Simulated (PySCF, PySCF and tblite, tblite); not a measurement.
# C6H11F3Si: conformers and averaged spectra, part 1 of 2

Aim: find the conformers of C6H11F3Si (`FC(F)(F)[SiH]1CCCCC1`), weigh them, and average their properties.

Computed with tblite 0.8.0 (tight binding) and PySCF 2.14.0 (DFT, with response routines of our own); each step states its level. Atoms count from 0 throughout.

## Step 1: The starting structure

21 atoms, charge 0, multiplicity 1; geometry from: MMFF94s geometry.

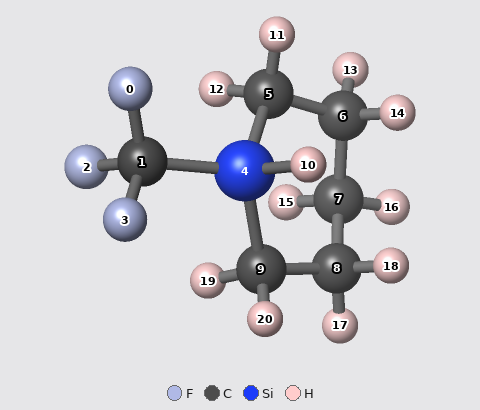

The starting geometry (fluorine light blue, carbon dark grey, silicon blue, hydrogen pink), atoms numbered.

## Step 2: GFN2-xTB relaxation, conformer 1

What the job is given:

```
{"job": {"xc": "GFN2-xTB", "basis": "xTB", "kind": "relax"}, "charge": 0, "multiplicity": 1}
F      3.436500    -1.078700     0.906700
C      2.817700    -0.063000     0.224000
F      2.990400    -0.325500    -1.085500
F      3.511800     1.074600     0.497100
Si     1.064300     0.083600     0.685900
C      0.050900    -1.460300     0.223700
C     -1.456500    -1.205800     0.216900
C     -1.881000    -0.052000    -0.695900
C     -1.352600     1.311100    -0.251600
C      0.166000     1.432900    -0.312100
H      0.830000     0.364400     2.125400
H      0.292300    -2.265600     0.933400
H      0.365600    -1.793200    -0.758800
H     -1.957100    -2.127900    -0.107400
H     -1.810200    -0.996500     1.243000
H     -1.569200    -0.261100    -1.716500
H     -2.982000    -0.012600    -0.710000
H     -1.796100     2.082500    -0.895400
H     -1.707700     1.524000     0.773100
H      0.500500     1.362700    -1.354600
H      0.477500     2.423300     0.058200
```

Run with:

```bash
> OMP_NUM_THREADS=1 python ens_run.py task.json out
```

The driver reads the study from task.json and runs its stages one after another.

Standard output:

```text
step      E/eV     max force
  0    -935.60004    4.207
  1    -935.80994    1.093
  2    -935.85044    0.477
  3    -935.87968    0.355
  4    -935.88903    0.279
  5    -935.89826    0.243
  6    -935.90404    0.155
  7    -935.90922    0.174
  8    -935.91264    0.173
  9    -935.91488    0.138
 10    -935.91633    0.097
 11    -935.91766    0.083
 12    -935.91891    0.079
 13    -935.91989    0.056
 14    -935.92061    0.056
 15    -935.92129    0.074
 16    -935.92207    0.073
 17    -935.92286    0.052
 18    -935.92354    0.055
 19    -935.92409    0.050
 20    -935.92452    0.053
 21    -935.92482    0.037
 22    -935.92482    0.037
 23    -935.92493    0.024
 24    -935.92513    0.021
 25    -935.92519    0.024
 26    -935.92540    0.025
 27    -935.92549    0.028
 28    -935.92557    0.025
 29    -935.92564    0.022
 30    -935.92572    0.022
 31    -935.92578    0.022
 32    -935.92584    0.017
 33    -935.92589    0.016
 34    -935.92595    0.022
 35    -935.92601    0.026
 36    -935.92608    0.022
 37    -935.92613    0.016
 38    -935.92618    0.012
 39    -935.92622    0.012
 40    -935.92625    0.014
 41    -935.92628    0.016
 42    -935.92631    0.017
 43    -935.92635    0.013
 44    -935.92637    0.011
 45    -935.92639    0.009
 46    -935.92641    0.008
 47    -935.92642    0.009
 48    -935.92644    0.010
 49    -935.92645    0.010
 50    -935.92646    0.009
 51    -935.92647    0.007
 52    -935.92649    0.009
 53    -935.92651    0.010
 54    -935.92653    0.011
 55    -935.92656    0.012
 56    -935.92658    0.012
 57    -935.92660    0.010
 58    -935.92662    0.013
 59    -935.92664    0.017
 60    -935.92666    0.018
 61    -935.92669    0.015
 62    -935.92672    0.010
 63    -935.92674    0.010
 64    -935.92676    0.010
 65    -935.92677    0.009
 66    -935.92678    0.009
 67    -935.92680    0.009
 68    -935.92681    0.012
 69    -935.92682    0.012
 70    -935.92684    0.016
 71    -935.92686    0.016
 72    -935.92687    0.010
 73    -935.92688    0.009
 74    -935.92688    0.011
 75    -935.92689    0.010
 76    -935.92690    0.004
 77    -935.92690    0.004
```

Run time: 0.67 s. Hardware: 1 thread of Arm Neoverse V1, shared host.

Relaxing gained 0.327 eV and moved the atoms by 0.07 Å on average (rms).

**GFN2-xTB relaxation, conformer 2**

What the job is given:

```
{"job": {"xc": "GFN2-xTB", "basis": "xTB", "kind": "relax"}, "charge": 0, "multiplicity": 1}
F      1.926000     1.331600    -1.020000
C      2.271100     0.970700     0.225900
F      2.572700     2.098600     0.920200
F      3.427000     0.267200     0.120500
Si     0.962400    -0.001400     1.062200
C      0.476400    -1.538600     0.042500
C     -0.398100    -1.207900    -1.171400
C     -1.674000    -0.438100    -0.805200
C     -1.412000     0.956300    -0.238500
C     -0.688900     0.946900     1.112500
H      1.315800    -0.427800     2.439700
H     -0.062300    -2.225600     0.711200
H      1.386300    -2.050600    -0.272600
H      0.179200    -0.633700    -1.906100
H     -0.680900    -2.142500    -1.656800
H     -2.287900    -0.336900    -1.705900
H     -2.276300    -1.023600    -0.095300
H     -0.848200     1.540200    -0.971900
H     -2.378200     1.475700    -0.103500
H     -0.492600     1.976800     1.445500
H     -1.326400     0.479700     1.866400
```

Standard output:

```text
step      E/eV     max force
  0    -935.58044    3.598
  1    -935.73361    1.107
  2    -935.77380    0.363
  3    -935.79625    0.299
  4    -935.80826    0.341
  5    -935.82110    0.330
  6    -935.83118    0.216
  7    -935.83996    0.228
  8    -935.84552    0.181
  9    -935.84885    0.153
 10    -935.85090    0.109
 11    -935.85272    0.121
 12    -935.85482    0.116
 13    -935.85712    0.101
 14    -935.85917    0.087
 15    -935.86081    0.080
 16    -935.86217    0.099
 17    -935.86323    0.083
 18    -935.86390    0.052
 19    -935.86437    0.048
 20    -935.86480    0.051
 21    -935.86523    0.046
 22    -935.86560    0.044
 23    -935.86587    0.039
 24    -935.86587    0.039
 25    -935.86600    0.035
 26    -935.86630    0.029
 27    -935.86639    0.029
 28    -935.86669    0.032
 29    -935.86686    0.031
 30    -935.86707    0.032
 31    -935.86725    0.034
 32    -935.86743    0.030
 33    -935.86759    0.028
 34    -935.86772    0.023
 35    -935.86782    0.021
 36    -935.86789    0.019
 37    -935.86794    0.015
 38    -935.86799    0.020
 39    -935.86804    0.020
 40    -935.86810    0.017
 41    -935.86816    0.019
 42    -935.86822    0.017
 43    -935.86828    0.019
 44    -935.86833    0.016
 45    -935.86836    0.016
 46    -935.86838    0.017
 47    -935.86841    0.012
 48    -935.86843    0.011
 49    -935.86845    0.010
 50    -935.86846    0.012
 51    -935.86847    0.008
 52    -935.86848    0.005
 53    -935.86848    0.004
```

Wall time 0.46 s (1 thread of Arm Neoverse V1, shared host).

Gain 0.288 eV; displacement 0.09 Å root mean square.

## Step 3: DFT optimisation, start 1: PBE0-D3(BJ)/def2-SVP

What the job is given:

```
{"job": {"kind": "geom", "xc": "PBE0", "basis": "def2-SVP", "d3": "d3bj", "grid": 1, "maxiter": 40}, "charge": 0, "multiplicity": 1}
F      3.446709    -1.066853     0.874287
C      2.821864    -0.071014     0.213856
F      2.998304    -0.327184    -1.099120
F      3.530432     1.046521     0.473271
Si     0.950578     0.098908     0.721567
C      0.031794    -1.486824     0.249120
C     -1.470887    -1.200785     0.227189
C     -1.842412    -0.061161    -0.719463
C     -1.371950     1.311688    -0.243173
C      0.148245     1.471516    -0.305148
H      0.994874     0.367706     2.164325
H      0.235067    -2.304989     0.941301
H      0.341673    -1.830852    -0.741242
H     -2.004887    -2.102641    -0.081483
H     -1.806410    -0.950012     1.235543
H     -1.422440    -0.262634    -1.707304
H     -2.929880    -0.037465    -0.821941
H     -1.840708     2.078925    -0.863995
H     -1.710744     1.467921     0.782992
H      0.468902     1.409621    -1.348471
H      0.422954     2.466550     0.047421
```

Standard output:

```text
step      E/eV     max force
  0    -22399.14112   1.1983
  1    -22399.21808   0.4391
  2    -22399.22274   0.2973
  3    -22399.22776   0.0586
  4    -22399.22864   0.0526
  5    -22399.22874   0.0225
```

Run time: 2.5 min. Hardware: 1 thread of Arm Neoverse V1, shared host; peak memory 0.89 GiB.

Relaxing gained 0.088 eV and moved the atoms by 0.05 Å on average (rms).

## Step 4: DFT optimisation, start 2: PBE0-D3(BJ)/def2-SVP

What the job is given:

```
{"job": {"kind": "geom", "xc": "PBE0", "basis": "def2-SVP", "d3": "d3bj", "grid": 1, "maxiter": 40}, "charge": 0, "multiplicity": 1}
F      1.918208     1.339310    -1.025693
C      2.240932     0.952601     0.226284
F      2.547601     2.085274     0.893474
F      3.397289     0.265545     0.112479
Si     0.846246    -0.085470     1.127741
C      0.475050    -1.591144     0.034735
C     -0.385941    -1.189941    -1.169531
C     -1.659453    -0.448062    -0.765359
C     -1.394453     0.965173    -0.247586
C     -0.726182     0.976112     1.132950
H      1.430307    -0.373114     2.438935
H     -0.065343    -2.336392     0.620586
H      1.387700    -2.073345    -0.318684
H      0.195109    -0.556748    -1.842738
H     -0.659851    -2.091249    -1.723358
H     -2.312809    -0.380592    -1.637855
H     -2.186616    -1.022273     0.000536
H     -0.764746     1.493960    -0.965651
H     -2.342656     1.504682    -0.184838
H     -0.521417     2.006723     1.426607
H     -1.427896     0.575893     1.866493
```

Standard output:

```text
step      E/eV     max force
  0    -22399.18492   1.0533
  1    -22399.26363   0.2523
  2    -22399.26772   0.1576
  3    -22399.26876   0.1006
  4    -22399.27041   0.0752
  5    -22399.27060   0.0377
  6    -22399.27072   0.0055
```

Run time: 2.9 min. Hardware: 1 thread of Arm Neoverse V1, shared host; peak memory 0.91 GiB.

The energy fell by 0.086 eV, and the atoms moved 0.07 Å (root mean square).

## Step 5: Shieldings, conformer 1: PBE0/pcSseg-1

What the job is given:

```
{"job": {"xc": "PBE0", "basis": "pcSseg-1", "kind": "nmr", "pop": true}, "charge": 0, "multiplicity": 1}
F      3.430894    -1.093640     0.825171
C      2.821785    -0.065090     0.212194
F      2.951177    -0.271062    -1.113939
F      3.525861     1.041930     0.501646
Si     0.964517     0.094592     0.716084
C      0.043024    -1.477019     0.268055
C     -1.467957    -1.211854     0.219285
C     -1.868612    -0.059380    -0.703563
C     -1.364534     1.316708    -0.264283
C      0.163385     1.459159    -0.291667
H      0.952454     0.370920     2.183901
H      0.284081    -2.297234     0.962151
H      0.400984    -1.793839    -0.727355
H     -1.990903    -2.128135    -0.100634
H     -1.839052    -0.996705     1.237549
H     -1.505457    -0.269940    -1.726816
H     -2.968079    -0.027727    -0.772888
H     -1.816358     2.089152    -0.908451
H     -1.737715     1.523149     0.755422
H      0.531917     1.357643    -1.328035
H      0.479667     2.455314     0.055704
```

Standard output:

```text
coarse grid: 18224 points
cycle   1  E = -823.3319501472  dE =  1.193e+00  |g| = 9.054e-01  |ddm| = 4.011e+00
cycle   2  E = -823.1788596802  dE =  1.531e-01  |g| = 1.335e+00  |ddm| = 1.244e+00
cycle   3  E = -823.4839736812  dE = -3.051e-01  |g| = 5.158e-02  |ddm| = 7.566e-01
cycle   4  E = -823.4843743037  dE = -4.006e-04  |g| = 2.846e-02  |ddm| = 6.153e-02
cycle   5  E = -823.4845321864  dE = -1.579e-04  |g| = 8.762e-03  |ddm| = 2.532e-02
cycle   6  E = -823.4845490409  dE = -1.685e-05  |g| = 1.407e-03  |ddm| = 8.957e-03
cycle   7  E = -823.4845494213  dE = -3.805e-07  |g| = 4.333e-04  |ddm| = 1.509e-03
final grid: 173080 points
cycle   8  E = -823.5648685676  dE = -6.003e-05  |g| = 9.678e-03  |ddm| = 2.950e-02
cycle   9  E = -823.5648542756  dE =  1.429e-05  |g| = 1.279e-02  |ddm| = 1.739e-02
cycle  10  E = -823.5648908374  dE = -3.656e-05  |g| = 6.583e-04  |ddm| = 9.813e-03
cycle  11  E = -823.5648909155  dE = -7.810e-08  |g| = 2.178e-04  |ddm| = 7.833e-04
cycle  12  E = -823.5648909224  dE = -6.866e-09  |g| = 7.795e-05  |ddm| = 1.920e-04
cycle  13  E = -823.5648909233  dE = -9.695e-10  |g| = 2.307e-05  |ddm| = 6.800e-05
converged SCF energy = -823.5648909233

GIAO shielding tensors (ppm)
atom      isotropic    diamagn.    paramagn.     s11        s22        s33       span
  0 F      252.983     472.444    -219.462    154.825    271.914    332.210    177.385
  1 C       48.858     257.813    -208.955     44.583     45.885     56.106     11.523
  2 F      255.058     475.664    -220.606    155.730    273.771    335.673    179.943
  3 F      252.595     472.345    -219.750    154.661    270.742    332.381    177.720
  4 Si     374.849     880.803    -505.954    353.687    375.165    395.695     42.007
  5 C      176.594     253.788     -77.194    161.530    178.574    189.678     28.148
  6 C      158.654     246.300     -87.646    151.343    154.947    169.671     18.328
  7 C      153.836     247.024     -93.188    149.927    155.356    156.226      6.299
  8 C      158.585     246.254     -87.668    151.276    154.981    169.499     18.223
  9 C      176.536     253.824     -77.288    161.512    178.478    189.618     28.105
 10 H       27.113      28.839      -1.726     24.031     25.268     32.040      8.009
 11 H       30.302      30.116       0.186     24.868     28.435     37.604     12.736
 12 H       30.589      31.848      -1.258     26.427     29.501     35.840      9.413
 13 H       29.268      29.098       0.169     23.432     27.676     36.695     13.263
 14 H       30.079      30.329      -0.250     26.211     28.288     35.736      9.525
 15 H       30.162      30.821      -0.660     26.991     28.254     35.240      8.250
 16 H       29.654      28.920       0.733     24.275     27.825     36.860     12.585
 17 H       29.265      29.097       0.168     23.439     27.667     36.689     13.250
 18 H       30.068      30.313      -0.244     26.197     28.274     35.735      9.539
 19 H       30.563      31.868      -1.305     26.356     29.521     35.810      9.454
 20 H       30.298      30.136       0.163     24.868     28.455     37.572     12.703
```

Wall time 56 s (1 thread of Arm Neoverse V1, shared host); peak memory 1.2 GiB.

This run: HOMO -8.22 eV, LUMO 0.80 eV; dipole 2.95 D.

(Continued in part 2 of 2.)
